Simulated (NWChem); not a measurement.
# SiH2O2 (SMILES O[Si]O): PBE0/pcseg-2

What is the electronic atomisation energy of SiH2O2 at PBE0/pcseg-2? 

The calculation is run with NWChem 7.3.0.

### Step 1. The molecule

SiH2O2: 5 atoms, total charge 0, spin state singlet. SMILES: `O[Si]O`. Geometry: relaxed at PBE0-D4/def2-TZVP. This is one conformer, not always the lowest.

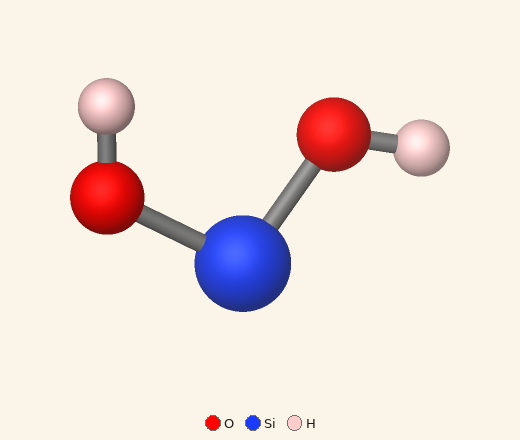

Viewed from a chosen angle; oxygen red, silicon blue, hydrogen pink.

### Step 2. The energy at PBE0/pcseg-2 (run 1)

Input file h2o2si.xyz:

```xyz
5
H2O2Si PBE0
O     -1.443200    -0.105600    -0.275000
Si    -0.212000    -0.791300     0.567700
O      1.036000     0.187500     0.068600
H     -1.231900     0.648900    -0.836100
H      1.901100    -0.013100     0.433400
```

Input file h2o2si.nw:

```
start h2o2si
title "H2O2Si PBE0"
memory total 2200 mb
charge 0

geometry units angstroms noautosym nocenter noautoz
  load h2o2si.xyz
end

basis spherical bse
  * library pcseg-2
end

dft
  xc pbe0
  grid fine
  convergence energy 1e-08
  iterations 100
  mulliken
  print low
end

task dft
```

Run with:

```bash
nwchem h2o2si.nw > h2o2si.out
```

What it wrote:

```text
[...]
 d= 0,ls=0.0,diis     1   -440.9189440068 -5.45D+02  8.24D-03  9.96D-01     3.9
[...]
 d= 0,ls=0.0,diis     8   -441.0101305191 -5.11D-09  1.72D-06  2.00D-07    24.2
         Total DFT energy =     -441.010130519106
      One electron energy =     -816.349225688915
           Coulomb energy =      310.312732597764
    Exchange-Corr. energy =      -38.619898562681
 Nuclear repulsion energy =      103.646261134727
[...]
      Total Density - Mulliken Population Analysis
     ---------------------------------------------
    Atom       Charge   Shell Charges
 -----------   ------   -------------------------------------------------------
    1 O    8     8.51   2.00  0.61  0.85  0.26  2.01  2.04  0.72  0.00  0.01  0.00
    2 Si  14    13.39   2.01  0.46  1.52  0.92  0.91  5.90  0.49  0.78  0.10  0.01  0.24  0.04
    3 O    8     8.53   2.00  0.61  0.85  0.26  2.01  2.03  0.75  0.00  0.01  0.00
    4 H    1     0.78   0.40  0.25  0.03  0.02  0.08  0.01
    5 H    1     0.79   0.40  0.26  0.02  0.02  0.08  0.01
[...]
```

Run time: 25 s. Hardware: 1 thread of Intel Xeon Platinum 8488C (Sapphire Rapids), shared host; peak memory 0.12 GiB.

### Step 3. The H atom, same level (run 2)

Input file calc.xyz:

```xyz
1
H PBE0
H      0.000000     0.000000     0.000000
```

Input file calc.nw:

```
start calc
title "H PBE0"
memory total 2200 mb
geometry units angstroms noautosym nocenter noautoz
   load format xyz calc.xyz
end
basis spherical bse
   * library pcseg-2
end
dft
   xc pbe0
   mult 2
   grid fine
   convergence energy 1e-08
   maxiter 100
   mulliken
   noprint "final vectors analysis"
end
task dft energy
```

Run the same way, it converges to -0.50123 Eh (log not shown).

Run 3 isn't shown in full; the table further down has it.

### Step 4. The Si atom at the same level (run 4)

Input file mymol.xyz:

```xyz
1

Si     0.000000     0.000000     0.000000
```

Input file mymol.nw:

```
start mymol
memory 2200 mb
charge 0
geometry noautosym nocenter noautoz
  load mymol.xyz
end
basis spherical bse
  Si library pcseg-2
end
dft
  xc pbe0
  mult 3
  grid fine
  convergence energy 1e-08
  iterations 100
  mulliken
  print low
end
task dft
```

Run with:

```bash
nwchem mymol.nw > mymol.out
```

What it wrote:

```text
[...]
 d= 0,ls=0.0,diis     1   -289.2339152968 -2.89D+02  1.10D-02  4.89D-02     0.4
[...]
 d= 0,ls=0.0,diis     7   -289.2545219939 -2.94D-10  4.34D-08  4.25D-13     1.8
[...]
         Total DFT energy =     -289.254521993870
      One electron energy =     -400.738758996091
           Coulomb energy =      132.174640354547
    Exchange-Corr. energy =      -20.690403352326
 Nuclear repulsion energy =        0.000000000000
[...]
      Total Density - Mulliken Population Analysis
     ---------------------------------------------
    Atom       Charge   Shell Charges
 -----------   ------   -------------------------------------------------------
    1 Si  14    14.00   2.01  0.46  1.51  1.12  0.90  5.90  0.39  1.15  0.56  0.00  0.00  0.00
     --------------------------------------------
      Spin Density - Mulliken Population Analysis
     --------------------------------------------
    Atom       Charge   Shell Charges
 -----------   ------   -------------------------------------------------------
    1 Si  14     2.00   0.00  0.00 -0.00 -0.01  0.01  0.01  0.28  1.16  0.55 -0.00 -0.00 -0.00
[...]
      <S2> =      2.0033 (Exact =     2.0000)
[...]
```

Run time: 2.5 s. Hardware: 1 thread of Intel Xeon Platinum 8488C (Sapphire Rapids), shared host; peak memory 0.1 GiB.

### Step 5. The series

```
run          level  partner  energy (Eh)  wall time
  1   PBE0/pcseg-2     base  -441.010131       25 s
  2  UPBE0/pcseg-2    atoms    -0.501229     0.81 s
  3  UPBE0/pcseg-2    atoms   -75.017087      1.3 s
  4  UPBE0/pcseg-2    atoms  -289.254522      2.5 s
```

### Step 6. Outcome

Level: PBE0/pcseg-2.

| quantity | value |
| --- | --- |
| Si atom: total energy | -289.25452 Eh |
| Si atom: ⟨S²⟩ | 2.003 |
| electronic atomisation energy | 19.564 eV |

Taking the molecule apart into free atoms costs 19.56 eV (1888 kJ/mol), before zero-point energy and without spin-orbit coupling. All runs together took 30 s, the longest 25 s.
